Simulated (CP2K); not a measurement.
**HCl (hydrogen chloride), run twice**

Aim: the energy of HCl (hydrogen chloride) at PBEsol/TZVP-MOLOPT-SCAN-GTH (core potential, electric field (-0.001, 0, 0) a.u., ngrids 4).

The calculation is run with CP2K 2026.2.

5 further runs of the same task are left out: 2 that didn't finish, 3 set aside as unsound or not needed. Runs told in other sessions of the task aren't counted.

## (1) Starting point

HCl has 2 atoms, charge 0, and is taken as a singlet. SMILES: `Cl`. Geometry: relaxed at PBE0-D4/def2-TZVP.

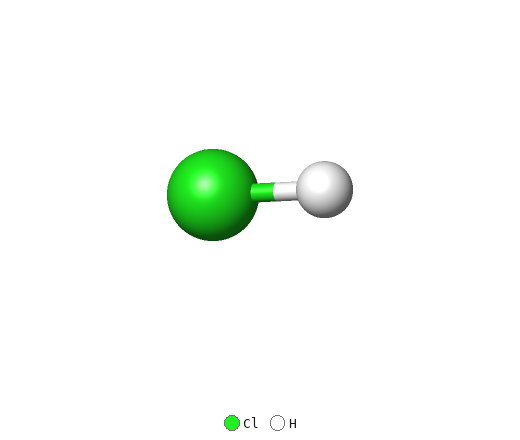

Viewed from a chosen angle; chlorine green, hydrogen white.

## (2) First attempt

molecule.xyz

```xyz
2

Cl     0.546000    -0.178500     0.280800
H     -0.546000     0.178500    -0.280800
```

gas.inp

```
&GLOBAL
   PROJECT gas
   RUN_TYPE ENERGY
   PRINT_LEVEL MEDIUM
&END GLOBAL
&FORCE_EVAL
   METHOD QS
   &DFT
      BASIS_SET_FILE_NAME BASIS_MOLOPT_UZH
      POTENTIAL_FILE_NAME POTENTIAL_UZH
      CHARGE 0
      MULTIPLICITY 1
      &QS
         METHOD GPW
         EPS_DEFAULT 1.0E-10
      &END QS
      &GRID
         CUTOFF 350
         REL_CUTOFF 50
         NGRIDS 4
      &END MGRID
      &POISSON
         PERIODIC NONE
         POISSON_SOLVER MULTIPOLE
      &END POISSON
      &SCF
         SCF_GUESS ATOMIC
         EPS_SCF 1.0E-06
         MAX_SCF 40
         &OT ON
            MINIMIZER DIIS
            PRECONDITIONER FULL_ALL
         &END OT
         &OUTER_SCF
            EPS_SCF 1.0E-06
            MAX_SCF 8
         &END OUTER_SCF
      &END SCF
      &XC
         &XC_FUNCTIONAL
            &PBE
               PARAMETRIZATION PBESOL
            &END PBE
         &END XC_FUNCTIONAL
      &END XC
      &EXTERNAL_POTENTIAL
         FUNCTION A*(X-B)
         PARAMETERS A B
         VALUES 0.001 4.05
         UNITS hartree*bohr^-1 angstrom
      &END EXTERNAL_POTENTIAL
      &PRINT
         &MOMENTS
            PERIODIC F
            REFERENCE COM
            MAX_MOMENT 1
         &END MOMENTS
         &MO_CUBES
            NLUMO 1
            NHOMO -1
            WRITE_CUBE F
         &END MO_CUBES
         &HIRSHFELD OFF
         &END HIRSHFELD
      &END PRINT
   &END DFT
   &SUBSYS
      &CELL
         ABC [angstrom] 8.1 7.4 7.6
         PERIODIC NONE
      &END CELL
      &TOPOLOGY
         COORD_FILE_NAME molecule.xyz
         COORD_FILE_FORMAT XYZ
         &CENTER_COORDINATES
         &END CENTER_COORDINATES
      &END TOPOLOGY
      &KIND Cl
         BASIS_SET TZVP-MOLOPT-SCAN-GTH-q7
         POTENTIAL GTH-PBE-q7
      &END KIND
      &KIND H
         BASIS_SET TZVP-MOLOPT-SCAN-GTH-q1
         POTENTIAL GTH-PBE-q1
      &END KIND
   &END SUBSYS
&END FORCE_EVAL
```

Run with:

```sh
OMP_NUM_THREADS=1 cp2k.psmp gas.inp > gas.out
```

Standard output:

```text
Possible matches for unknown subsection

 GRID

   subsection MGRID in section %__ROOT__%FORCE_EVAL%DFT score:  109
   keyword LSD in section %__ROOT__%FORCE_EVAL%DFT score:  107
   subsection SIC in section %__ROOT__%FORCE_EVAL%DFT score:  107
   subsection PRINT in section %__ROOT__%FORCE_EVAL%DFT score:  107
   keyword UKS in section %__ROOT__%FORCE_EVAL%DFT score:  106

 *******************************************************************************
 *   ___                                                                       *
 *  /   \                                                                      *
 * [ABORT]                                                                     *
 *  \___/                 unknown subsection GRID of section DFT               *
 *    |                                                                        *
 *  O/|                                                                        *
 * /| |                                                                        *
 * / \                                               input/input_parsing.F:192 *
 *******************************************************************************

 ===== Routine Calling Stack =====

            4 section_vals_parse
            3 section_vals_parse
            2 section_vals_parse
            1 read_input

Program received signal SIGABRT: Process abort signal.
```

Wall time 0.3 s (1 thread of Arm Neoverse V1, shared host); peak memory 0.13 GiB.

## (3) What went wrong

The program refused the input.

The telling line is `\___/                 unknown subsection GRID of section DFT`. What is wrong: unknown section.

## (4) Try two

molecule.xyz is that of step 2.

calc.inp

```
&GLOBAL
    PROJECT calc
    RUN_TYPE ENERGY
    PRINT_LEVEL MEDIUM
&END GLOBAL

&FORCE_EVAL
    METHOD Quickstep
    &DFT
        BASIS_SET_FILE_NAME BASIS_MOLOPT_UZH
        POTENTIAL_FILE_NAME POTENTIAL_UZH
        &QS
            METHOD GPW
            EPS_DEFAULT 1.0E-10
        &END QS
        &MGRID
            CUTOFF 350
            REL_CUTOFF 50
            NGRIDS 4
        &END MGRID
        # isolated system
        &POISSON
            PERIODIC NONE
            POISSON_SOLVER MULTIPOLE
        &END POISSON
        # self-consistent field
        &SCF
            SCF_GUESS ATOMIC
            EPS_SCF 1.0E-06
            MAX_SCF 40
            &OT
                MINIMIZER DIIS
                PRECONDITIONER FULL_ALL
            &END OT
            &OUTER_SCF
                EPS_SCF 1.0E-06
                MAX_SCF 8
            &END OUTER_SCF
        &END SCF
        # exchange and correlation
        &XC
            &XC_FUNCTIONAL
                &PBE
                    PARAMETRIZATION PBESOL
                &END PBE
            &END XC_FUNCTIONAL
        &END XC
        &EXTERNAL_POTENTIAL
            FUNCTION A*(X-B)
            PARAMETERS A B
            VALUES 0.001 4.05
            UNITS hartree*bohr^-1 angstrom
        &END EXTERNAL_POTENTIAL
        &PRINT
            &MOMENTS
                PERIODIC F
                REFERENCE COM
                MAX_MOMENT 1
            &END MOMENTS
            &MO_CUBES
                NLUMO 1
                NHOMO -1
                WRITE_CUBE F
            &END MO_CUBES
            &HIRSHFELD OFF
            &END HIRSHFELD
        &END PRINT
    &END DFT
    &SUBSYS
        &CELL
            ABC 8.1 7.4 7.6
            PERIODIC NONE
        &END CELL
        &TOPOLOGY
            COORD_FILE_NAME molecule.xyz
            COORD_FILE_FORMAT XYZ
            &CENTER_COORDINATES
            &END CENTER_COORDINATES
        &END TOPOLOGY
        &KIND Cl
            BASIS_SET TZVP-MOLOPT-SCAN-GTH-q7
            POTENTIAL GTH-PBE-q7
        &END KIND
        &KIND H
            BASIS_SET TZVP-MOLOPT-SCAN-GTH-q1
            POTENTIAL GTH-PBE-q1
        &END KIND
    &END SUBSYS
&END FORCE_EVAL
```

Run with:

```sh
OMP_NUM_THREADS=1 cp2k.psmp -i calc.inp -o calc.out
```

Standard output:

```text
CP2K| version string:                                       CP2K version 2026.2
[...]
 GLOBAL| Method name                                                        CP2K
[...]
 GLOBAL| Run type                                                         ENERGY
[...]
 DFT| Spin restricted Kohn-Sham (RKS) calculation                            RKS
 DFT| Multiplicity                                                             1
[...]
 DFT| Charge                                                                   0
[...]
 FUNCTIONAL| PBE:
 QS| Method:                                                                 GPW
[...]
 QS| Density cutoff [a.u.]:                                                175.0
[...]
 QS| Relative density cutoff [a.u.]:                                        25.0
[...]
                             - Atoms:                                          2
[...]
                             - Spherical basis functions:                     23
[...]
 Number of electrons:                                                          8
[...]
     1 OT DIIS     0.15E+00    0.5     0.18540228       -15.2982639098 -1.53E+01
[...]
    11 OT DIIS     0.15E+00    0.5     0.00000019       -15.5252376471 -1.19E-11
  *** SCF run converged in    11 steps ***
[...]
  Overlap energy of the core charge distribution:               0.00000034884380
  Self energy of the core charge distribution:                -35.10797947250061
  Core Hamiltonian energy:                                      8.15561374672476
  Hartree energy:                                              14.61035073422070
  Exchange-correlation energy:                                 -3.18283822605481
  Total energy:                                               -15.52523764710280
[...]
                     Mulliken Population Analysis
 #  Atom  Element  Kind  Atomic population                           Net charge
       1     Cl       1          7.174811                             -0.174811
       2     H        2          0.825189                              0.174811
 # Total charge                              8.000000                 -0.000000
[...]
  Dipole moment [Debye]
    X= -0.9781352E+00 Y=  0.3122327E+00 Z= -0.4904811E+00  Total=      1.1378969
[...]
 HOMO - LUMO gap [eV] :    7.802283
 ENERGY| Total FORCE_EVAL ( QS ) energy [hartree]            -15.525237647102802
[...]
```

Wall time 6.6 s (1 thread of Arm Neoverse V1, shared host); peak memory 0.41 GiB.

## (5) What came out

Level: PBEsol/TZVP-MOLOPT-SCAN-GTH (core potential, electric field (-0.001, 0, 0) a.u., ngrids 4).

| quantity | value |
| --- | --- |
| total energy | -15.52524 Eh |
| dipole moment | 1.14 D |
| HOMO–LUMO gap | 7.80 eV |
